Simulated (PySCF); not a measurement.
**CH₉Si₃, doublet, SMILES `C[Si]([SiH3])[SiH3]`: what the electrons do**

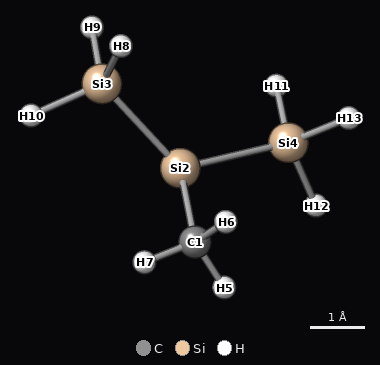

The molecule, with its atoms numbered as below. No frequency check shows the geometry to be a minimum.

Geometry (Å), atoms numbered from 1:

```
C1      -0.0005   -2.1152    0.1732
Si2      0.0001   -0.2796   -0.3983
Si3     -2.0490    0.6637    0.0936
Si4      2.0490    0.6636    0.0936
H5       0.8767   -2.6481   -0.1851
H6       0.0008   -2.1830    1.2594
H7      -0.8768   -2.6481   -0.1851
H8      -2.5039    0.6849    1.4934
H9      -2.0266    2.0672   -0.3334
H10     -3.1296   -0.0009   -0.6471
H11      2.0268    2.0671   -0.3334
H12      3.1296   -0.0011   -0.6472
H13      2.5040    0.6847    1.4934
```

Part 1: Bonding charge

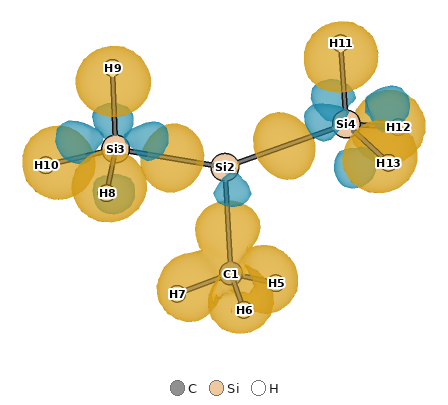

Deformation density (molecule less spherical, spin-averaged free atoms at the same positions), surfaces at ±0.08 e/Å³; yellow: gain, teal: loss.

PySCF calculation, B3LYP/6-311+G**, gas phase; geometry: GFN2-xTB. The stability of the open-shell solution wasn't checked. GFN2-xTB doesn't know the spin state, so this open-shell geometry is rough.

> How much density has each bond gained at its critical point, relative to the free atoms?

C1–H7 and C1–H5: +0.66 e/Å³ at the bond critical point (bond length 1.09 Å). C1–H6: +0.64 e/Å³ at the bond critical point (bond length 1.09 Å). Si2–Si4 and Si2–Si3: +0.24 e/Å³ at the bond critical point (bond length 2.31 Å). Si3–H9 and Si4–H11: +0.19 e/Å³ at the bond critical point (bond length 1.47 Å). Si3–H10 and Si4–H12: +0.19 e/Å³ at the bond critical point (bond length 1.47 Å). Si3–H8 and Si4–H13: +0.19 e/Å³ at the bond critical point (bond length 1.47 Å). C1–Si2: +0.15 e/Å³ at the bond critical point (bond length 1.92 Å). In all, 3.0 electrons gather in the regions of gain relative to the promolecule.

Part 2: Electrostatic potential

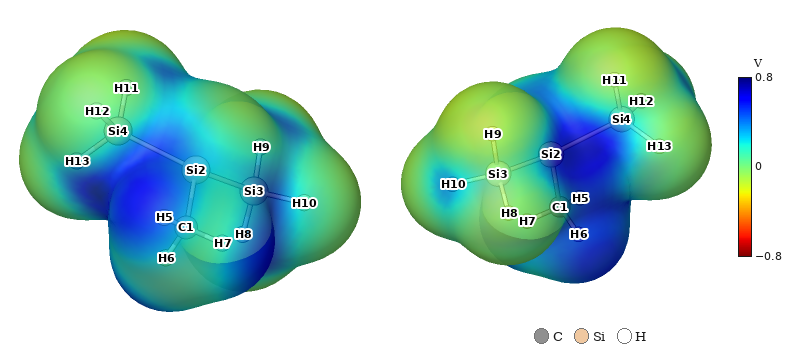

Electrostatic potential on the surface of electron density 0.001 a.u. (back view left, front view right).

> Where are the extremes of the potential on the surface?

Highest: 0.75 V, near H7 (2.03 Å), H10 (2.05 Å) and Si3 (2.18 Å), and at like points elsewhere. Further maxima include 0.64 V, 1.4 Å from H6; 0.61 V, 1.4 Å from H5. Lowest: −0.15 V, 1.5 Å from H9, and at like points elsewhere. Further minima include −0.08 V, 1.5 Å from H12, and at like points elsewhere; −0.07 V, 1.5 Å from H13. The surface is sampled at points, so like sites can differ by a few per cent and only the strongest of them is named.

> What volume does the surface enclose, and what is the dipole moment?

About 171 Å³; the dipole moment is 1.0 D.

Part 3: Spin density

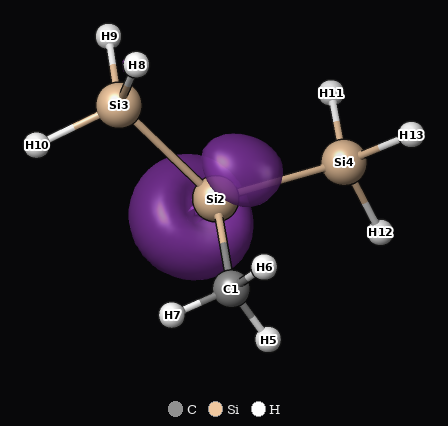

Spin density ρα − ρβ at ±0.05 e/Å³ (purple: excess α, green: excess β).

> How is the spin shared among the atoms?

Hirshfeld spin populations: Si2 +0.70 and Si3 and Si4 +0.08. ⟨S²⟩ = 0.75, as for a pure state.

Part 4: In an electric field

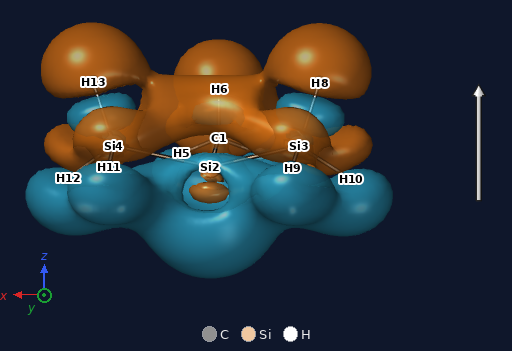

Change of the electron density in a uniform field of 0.21 V/Å along +z (arrow), surfaces at ±0.0008 e/Å³ (light blue: gain, orange: loss).

PySCF calculation, M06-2X/aug-cc-pVDZ, gas phase; geometry: GFN2-xTB. The stability of the open-shell solution wasn't checked. GFN2-xTB doesn't know the spin state, so this open-shell geometry is rough.

> How large is the response?

The induced dipole is 0.92 D (along the field); α along this axis, from the fields in both directions, is 90 bohr³ (13.3 Å³).

> Which atoms gain and lose the most charge?

Electrons gather most on Si2 (Hirshfeld charge changes by −0.013 e) and leave H8 and H13 alike most (+0.011 e); 0.082 electrons are displaced in all.
